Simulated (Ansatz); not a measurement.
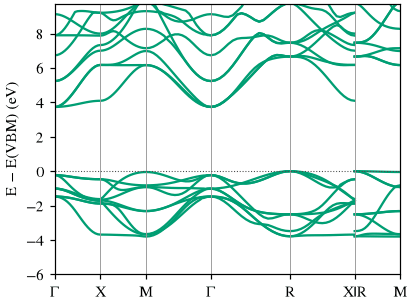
Band structure from DFT-r²SCAN in the program Ansatz with PAW potentials

Task: Read off the gap and where the band edges lie.

Result: About 3.7 eV (3.73 eV by a search for the band edges); maximum at R, minimum at Γ.

The material is BaZrO$_{3}$ (cubic perovskite, Pm-3m).

The r²SCAN relaxation kept the symmetry of its start; phonons on a q-mesh show weakly imaginary modes. The run is not spin-polarised. Scalar-relativistic: spin–orbit coupling is off unless named, which matters more the heavier the elements.

Potentials: the later of the program's two PAW sets.
